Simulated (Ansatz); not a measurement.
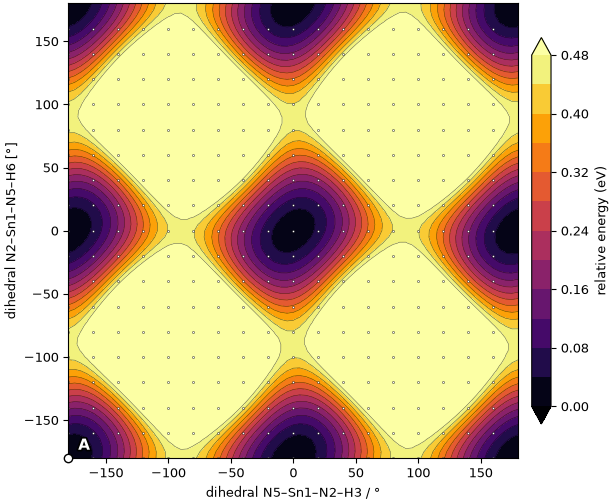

Sn(NH2)2. 
- The first coordinate is: dihedral N5–Sn1–N2–H3; the second: dihedral N2–Sn1–N5–H6.
- Nothing is relaxed (all other coordinates rigid).
- Grid: 18 × 18 points; 292 points were computed and 32 follow by symmetry.
- Points are written as (first, second).
- Energies are in eV, from the lowest grid point.
- All numbers below come from Ansatz, RKS r2SCAN-D4/def2-SVP.

Drawn: filled contours, dots at the grid points, one colour for all values above the top of the scale, the well A. Between grid points the surface is interpolated.

Q: Where is the minimum, and how stiff is the well along each coordinate? Take the well at A.

A: The interpolated minimum is at dihedral N5–Sn1–N2–H3 ≈ −180°, dihedral N2–Sn1–N5–H6 ≈ −180°. The curvatures there are about 0.77 eV/rad² and 0.77 eV/rad², with a cross term of about −0.22 eV/rad². Round the minimum the valley is somewhat tilted: raising dihedral N5–Sn1–N2–H3 shifts the best value of dihedral N2–Sn1–N5–H6 upwards (coupling k₁₂/√(k₁₁k₂₂) about −0.3).
